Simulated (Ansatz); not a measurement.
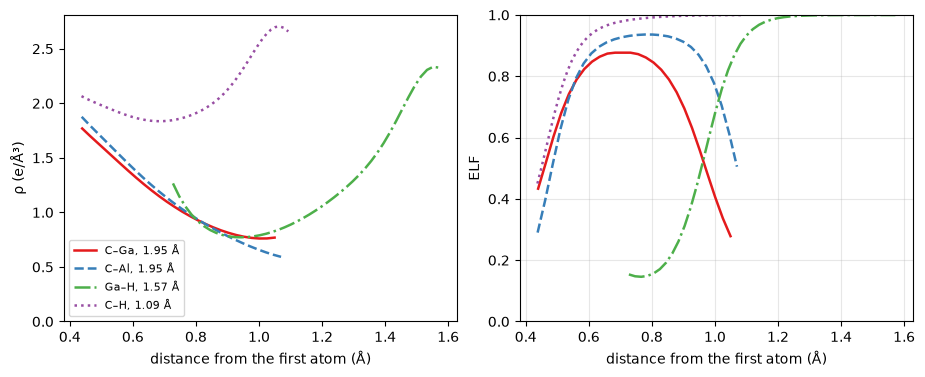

Figure 1: C2H8AlGa (SMILES [CH3][AlH][CH2][GaH2]). Electron density and electron localisation function along straight lines between neighbouring atoms. The curves leave out the atomic cores.

Geometry: PBE0-D4/def2-TZVP.

Level of theory: RKS PBE0-D4/def2-TZVPP in Ansatz 0.2.0.

The calculation's input:

```
crystal:
  periodic: [false, false, false]
  atoms:
    - {symbol: C, position_ang: [-1.302252, 1.730740, -0.409624]}
    - {symbol: Al, position_ang: [-0.554988, 0.447149, 0.857073]}
    - {symbol: C, position_ang: [1.148093, -0.429995, 0.519058]}
    - {symbol: Ga, position_ang: [1.070121, -2.040093, -0.582693]}
    - {symbol: H, position_ang: [-2.299503, 1.416505, -0.737394]}
    - {symbol: H, position_ang: [-1.432918, 2.712605, 0.058674]}
    - {symbol: H, position_ang: [-0.683556, 1.865398, -1.300294]}
    - {symbol: H, position_ang: [-1.360433, 0.079781, 2.181107]}
    - {symbol: H, position_ang: [1.589580, -0.700946, 1.483619]}
    - {symbol: H, position_ang: [1.786223, 0.290055, -0.006112]}
    - {symbol: H, position_ang: [1.140838, -1.918627, -2.149676]}
    - {symbol: H, position_ang: [0.898785, -3.452572, 0.086271]}
basis:
  gaussian: {orbitals: def2-TZVPP}
hamiltonian: {xc: pbe0, dispersion: d4}
output: {orbitals: {seedname: orbitals}}
```

Launched as:

```sh
ansatz run in.yaml --threads 2 --pin off --events-out ev --progress --plain --max-ram 32768MiB --backend cpu
```

Q: Compare the contacts.

A: C–Ga (1.95 Å): ρ at the midpoint is about 0.77 e/Å³; the ELF peaks at about 0.90 in the valence shell of C, 0.7 Å from its nucleus, and is about 0.50 at the midpoint.
C–Al (1.95 Å): ρ is about 0.69 e/Å³ halfway; the ELF peaks at about 0.95 between the atoms; a shared but strongly polarised pair.
Ga–H (1.57 Å): ρ is about 0.98 e/Å³ halfway; the ELF climbs to about 1 towards the hydrogen.
C–H (1.09 Å): ρ at the midpoint is about 1.9 e/Å³; the ELF climbs to about 1 towards the hydrogen (an ordinary covalent bond to hydrogen).
